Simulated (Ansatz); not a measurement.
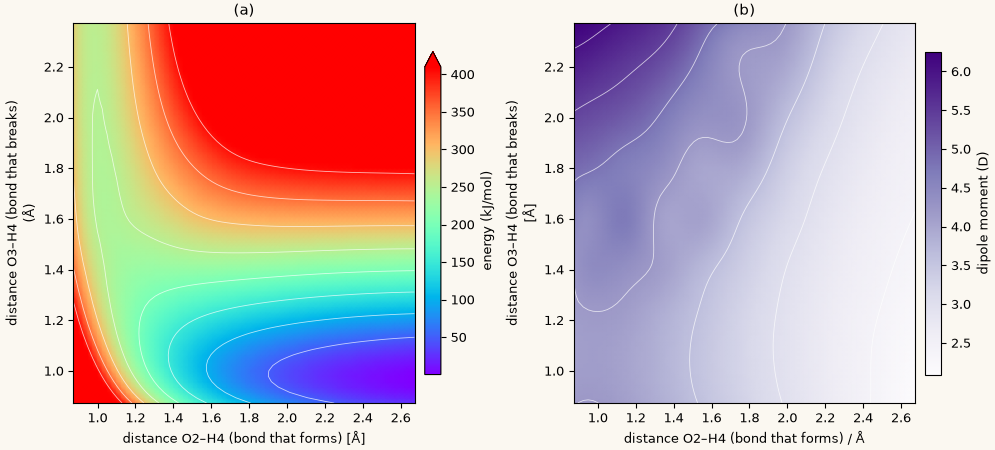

The reacting system AlH₃O₂. First axis: distance O2–H4 (bond that forms). Second axis: distance O3–H4 (bond that breaks). Relaxed at each point: all other coordinates. Grid: 10 × 10 points. Points are written as (first, second). Energies: kJ/mol, counted from the lowest grid point. The reference is spin-restricted, so regions where a bond is pulled apart into radicals lie too high. Method: Ansatz, RKS PBE0-D4/def2-SVP.

Panel (a) is the energy; panel (b) is the computed dipole moment, in D.

In the figure: a smooth colour map with a few white contour lines, one colour for all values above the top of the scale. Between grid points the surface is interpolated.

How does the dipole moment vary over the map, and what is it at the lowest grid point?

Leaving out the highest fifth of the energies, it runs from 2.09 D at (2.673 Å, 0.873 Å) to 6.26 D at (0.873 Å, 2.373 Å). At the lowest grid point, (2.673 Å, 0.969 Å), it is 2.11 D. That point lies on the edge of the scan.
